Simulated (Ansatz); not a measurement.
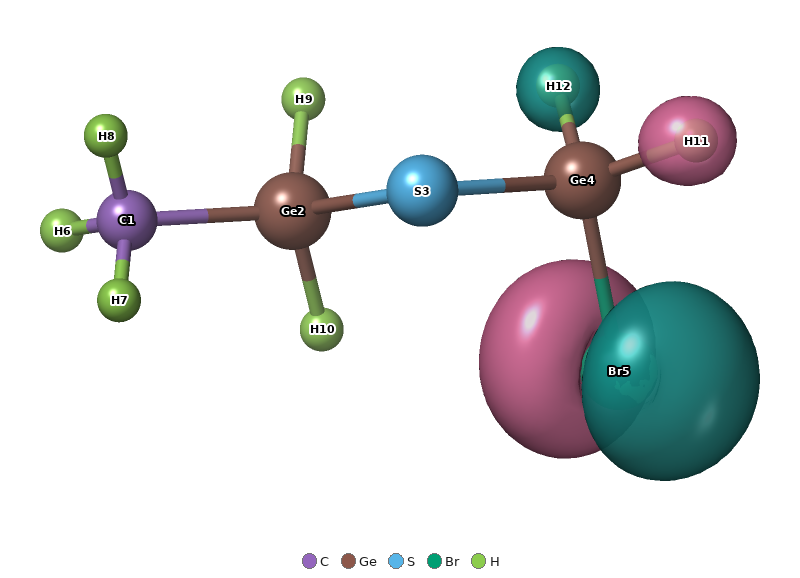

Figure 1: CH7BrGe2S (SMILES [CH3][GeH2][S][GeH2][Br]). The HOMO−1 at ±0.15 Å⁻³ᐟ² (teal and pink are the two phases), seen at a tilt.

Not at a stationary point (largest force 0.9 eV/Å).

Theory: SCF PBE, Gaussian basis (Ansatz).

```
atom    x (Å)    y (Å)    z (Å)
   C  -2.3318  -0.7569   0.4455
  Ge  -0.4732  -0.5022  -0.0635
   S   0.1550   1.5625   0.4633
  Ge   2.1946   1.2567  -0.3643
  Br   3.3990  -0.1826   1.0141
   H  -2.6486  -1.7870   0.1830
   H  -2.4392  -0.6033   1.5389
   H  -2.9660  -0.0248  -0.0953
   H  -0.3259  -0.7172  -1.5914
   H   0.4090  -1.5271   0.6935
   H   2.9260   2.6215  -0.4318
   H   2.1011   0.6602  -1.7922
```

**What is the character of this orbital?**

By Hirshfeld shares it lies mainly on Br5 (about 80 %) and Ge4 (about 10 %); largely a lone pair of Br5. Its energy is −6.81 eV.
